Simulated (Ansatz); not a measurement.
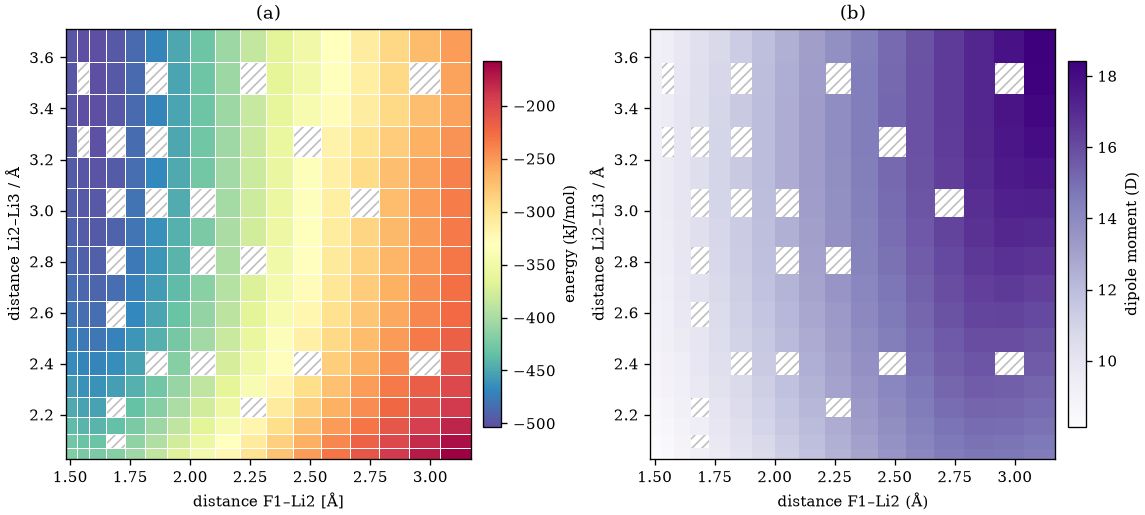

The system F + Li₂, spin multiplicity 2. 
- Coordinates scanned: (1) distance F1–Li2; (2) distance Li2–Li3.
- Nothing is relaxed (the angle F1–Li2–Li3 is fixed at 180 degrees).
- Grid: 17 × 17 points. At 23 points there is no value.
- Points are written as (first, second).
- Energies are in kJ/mol, from F far from the relaxed LiLi (each part in its own basis).
- The D4 coefficients can switch as the alkali atoms part, which puts small steps into the map.
- Theory: Ansatz, UKS B3LYP-D4/def2-TZVPD.

Panel (a) is the energy; panel (b) is the computed dipole moment, in D.

Drawn: one coloured cell a grid point, hatched blanks where no value was computed.

How does the dipole moment vary over the map, and what is it at the lowest grid point?

Answer. Leaving out the highest fifth of the energies, it runs from 8.1 D at (1.504 Å, 2.048 Å) to 17.8 D at (2.975 Å, 3.648 Å). At the lowest grid point, (1.611 Å, 3.519 Å), it is 9.9 D.
